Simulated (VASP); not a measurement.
Band structure of MoSe2 (2H layered). Calculation: revPBE GGA, VASP's PBE PAW potentials (set 64) (plane waves; VASP).

Without a dispersion term in the relaxation, distances and binding between the weakly bound layers, chains or molecules are unreliable, and so is what depends on them.

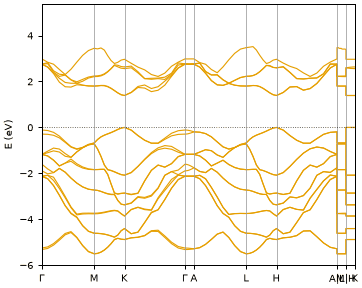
Figure: Bands along high-symmetry lines, zero at the valence-band maximum or, without a gap, the Fermi level

Read the plot: is there a gap, and where are the band edges?

The gap is direct, 1.39 eV, from the valence maximum at K to the conduction minimum at K. (Edges off the drawn lines would not show.)

Measured: gap 1.09 eV (computed value off by +0.30 eV), as given by Li et al., (2013), arXiv:1302.0733.

The compound is MoSe2 in the 2H layered structure. It was relaxed first, which changed the volume by +35 %.
